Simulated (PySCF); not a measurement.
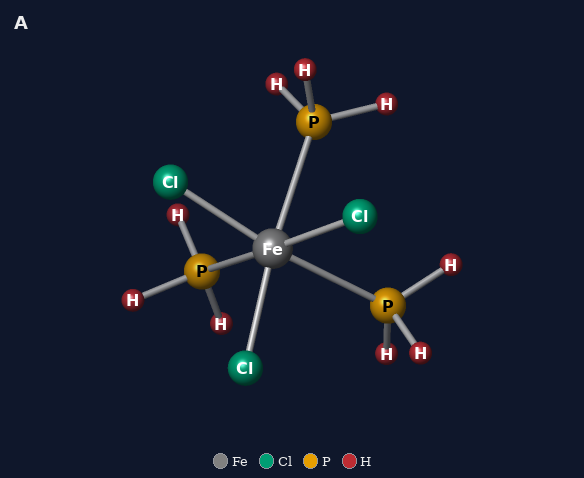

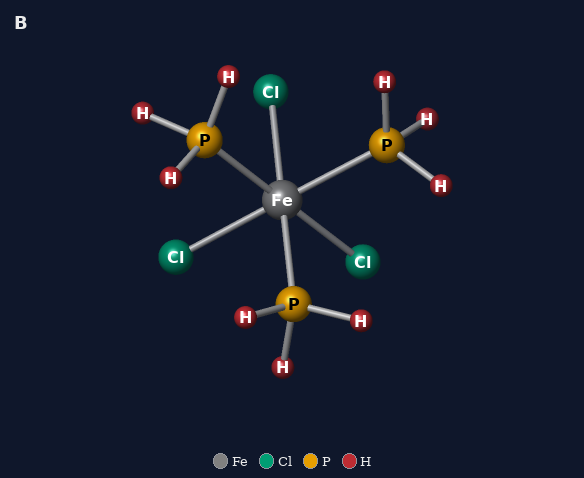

2 stationary structures of one formula. Charge 0. Spin states: A sextet, B doublet. Geometries: PBE0-D3(BJ)/def2-SVP. Electronic energies: PBE0-D3(BJ)/def2-SVP (PySCF 2.14.0), without zero-point energy. No frequency run is at hand to confirm each as a minimum.

Rank them by energy, lowest first.

Answer. A is lowest; B lies 0.709 eV above it. A is `[PH3]->[Fe](<-[PH3])(<-[PH3])([Cl])([Cl])[Cl]`, B is `[PH3]->[Fe](<-[PH3])(<-[PH3])([Cl])([Cl])[Cl]`.
